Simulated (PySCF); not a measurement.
## A study: F2OTe

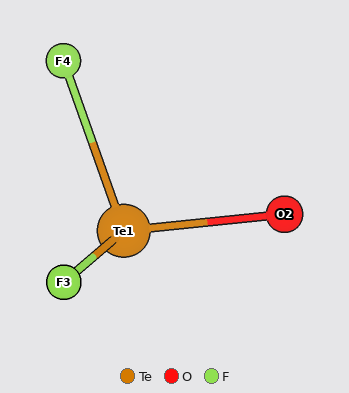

The molecule, with its atoms numbered as below. No frequency check shows the geometry to be a minimum.

Coordinates in Å:

```
Te1     -0.1645   -0.0004   -0.2891
O2      -1.3620   -0.0008    0.9579
F3       1.0787    1.3373    0.4090
F4       1.0823   -1.3341    0.4101
```

Part 1: Bonding charge

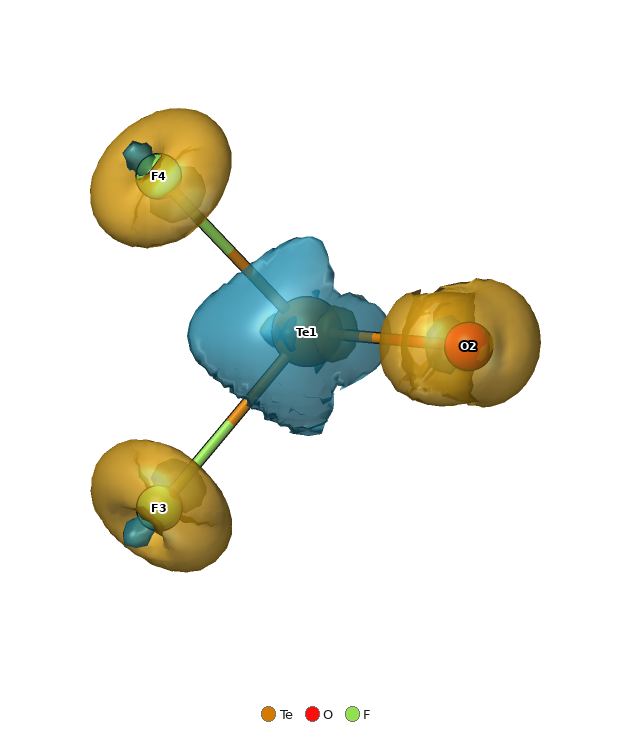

Deformation density (molecule less spherical, spin-averaged free atoms at the same positions), surfaces at ±0.15 e/Å³; yellow: gain, teal: loss.

Computed with PySCF, B3LYP/def2-SVPD, geometry: GFN2-xTB. Core potentials replace the inner electrons of Te; spin–orbit coupling isn't included.

Question: Describe the bonding that the map shows.

Answer: Te1–O2: −0.02 e/Å³ at the bond critical point (bond length 1.73 Å); up to 0.6 Å beside the axis the gain reaches +0.16 e/Å³. Te1–F4 and Te1–F3: −0.08 e/Å³ at the bond critical point (bond length 1.96 Å); up to 0.6 Å beside the axis the gain reaches +0.09 e/Å³. In all, 1.2 electrons gather in the regions of gain relative to the promolecule. A small or negative value marks a very polar bond, one between electron-rich atoms, whose free-atom densities already overlap strongly, a long bond to a heavier atom, or a closed-shell contact such as a hydrogen bond.

Question: Where do the Hirshfeld charges lie?

Answer: The highest Hirshfeld charge is on Te1 (+0.86 e), the lowest on O2 (−0.35 e).

```tsv
atom	charge (e)
Te1	+0.86
O2	−0.35
F3	−0.25
F4	−0.25
```

Part 2: Bond critical points

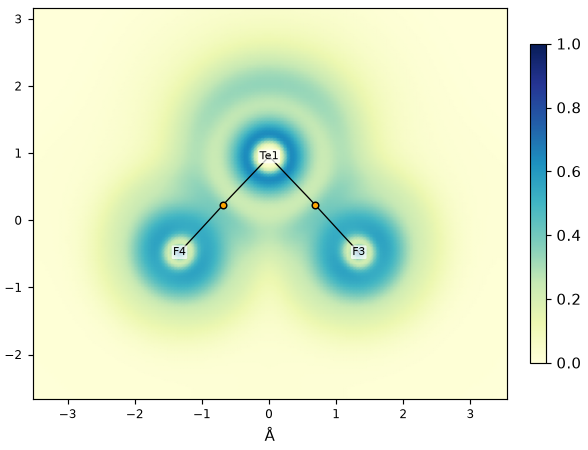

Localised orbital locator (LOL) in the plane of Te1, F3 and F4, with bond paths and bond critical points (dots).

Question: What values does LOL take at the bond critical points in this plane?

Answer: Te1–F4 and Te1–F3: about 0.34. Values above 0.5 mark slow, localised electrons, as in shared pairs; low values at a critical point mark a polar or closed-shell contact whose critical point lies between the shells.

Part 3: Electrostatic potential

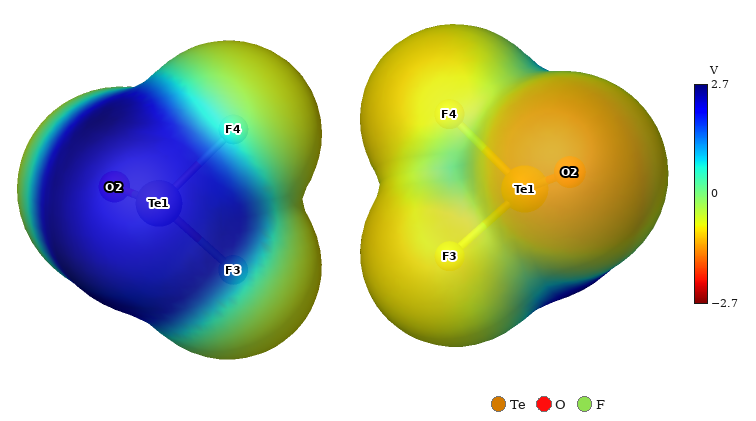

Electrostatic potential on the surface of electron density 0.001 a.u. (back view left, front view right).

Question: Where are the extremes of the potential on the surface?

Answer: Highest: 2.60 V, 2.2 Å from Te1. Further maxima include 2.19 V, 2.2 Å from Te1; 0.02 V, near F4 (1.91 Å) and F3 (2.09 Å), over Te1 (2.3 Å). Lowest: −1.26 V, 1.8 Å from O2. Further minima include −0.96 V, 1.7 Å from F3, and at like points elsewhere; 2.00 V, 2.3 Å from Te1. The surface is sampled at points, so like sites can differ by a few per cent and only the strongest of them is named.

Part 4: Excited states

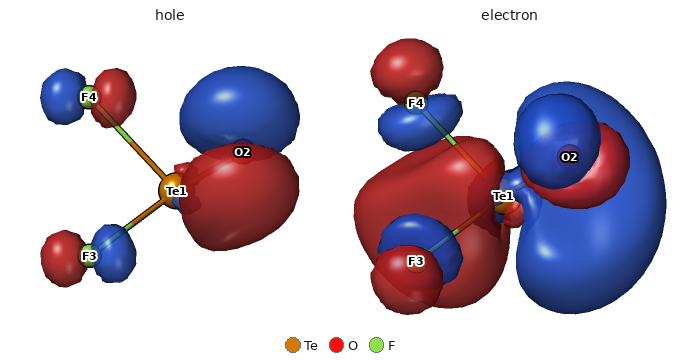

Leading natural transition orbital pair of S₄ (TDA singlet states); the surfaces enclose about 85 % of each orbital's density.

Computed with PySCF, M06-2X/def2-SVP, geometry: GFN2-xTB. Core potentials replace the inner electrons of Te; spin–orbit coupling isn't included. Without diffuse functions Rydberg states are missing, so the states' numbers hold for this basis only.

Question: Give its energy and the atoms that hole and electron lie on.

Answer: 6.47 eV (192 nm), f = 0.003; the leading pair carries 99 %; hole on O2 (70 %), Te1 (17 %) and F3 and F4 (6 % each), electron on Te1 (70 %), O2 (15 %) and F3 and F4 (8 % each); their centroids lie 1.3 Å apart. In canonical orbitals it is mainly HOMO−1 → LUMO+1 (97 %). The HOMO–LUMO gap is 8.84 eV.

The PySCF runs shown took 6.3 s and 59 s on 1 thread of Intel(R) Xeon(R) Platinum 8488C (Sapphire Rapids) (shared host).
